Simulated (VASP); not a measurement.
Band structure of Re (hcp). Calculation: TPSS meta-GGA, VASP's PBE PAW potentials (set 64) (plane waves; VASP).

Unless said otherwise, spin-orbit coupling is left out, though it shifts the bands of the heavy elements here.

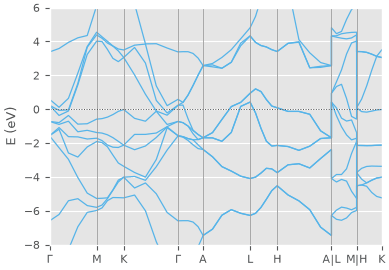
Bands along high-symmetry lines, zero at the valence-band maximum or, without a gap, the Fermi level

### Question
Read the plot: is there a gap, and where are the band edges?

### Answer
It has no gap at this level: it comes out as a metal or semimetal.

The compound is Re in the hcp structure. It was relaxed first.
